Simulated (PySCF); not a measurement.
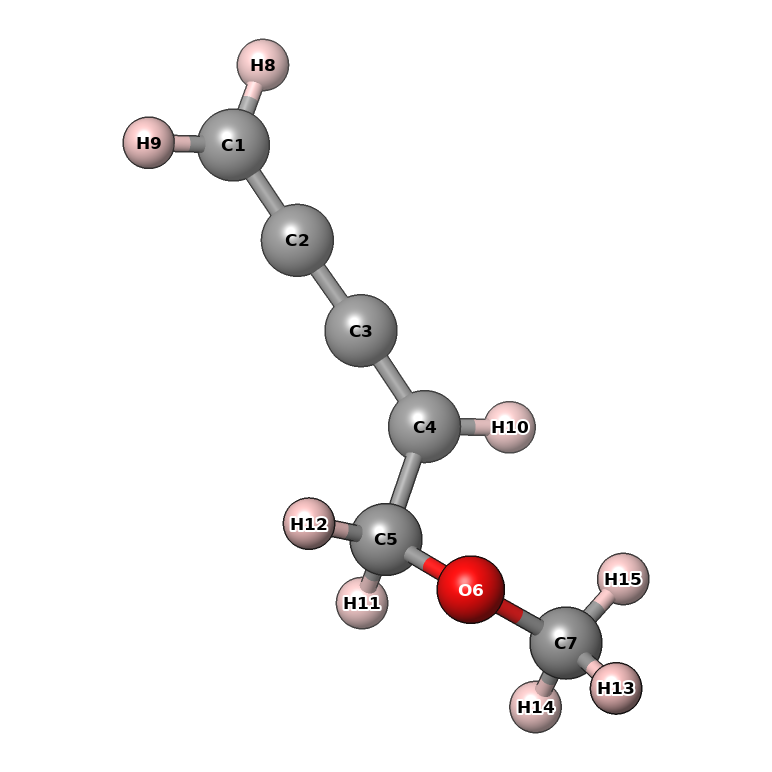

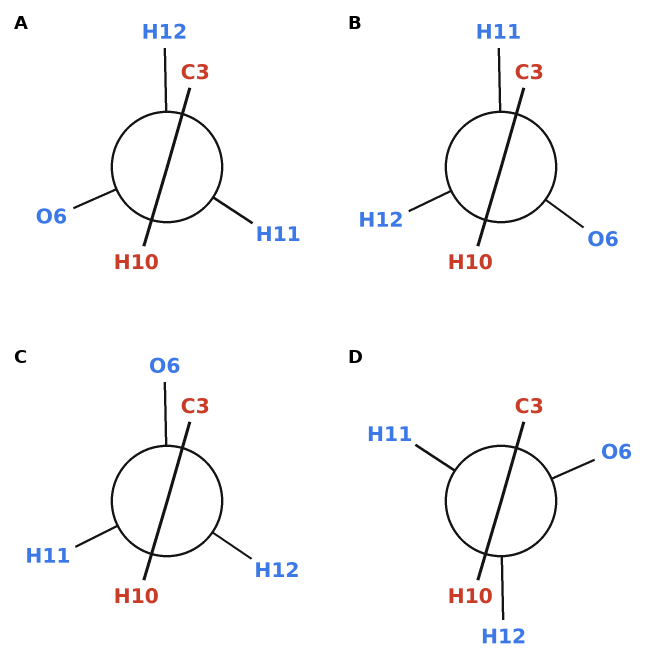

Atoms fade into the background with distance from the viewer. Bonds that would overlap in a projection are set slightly apart. Geometry: an end point of a reaction path computed with GFN2-xTB.

Question: Which Newman projection shows the view along C4–C5, with C4 in front?

Answer: A. The torsion angle C3–C4–C5–O6 is −130°, anticlinal.
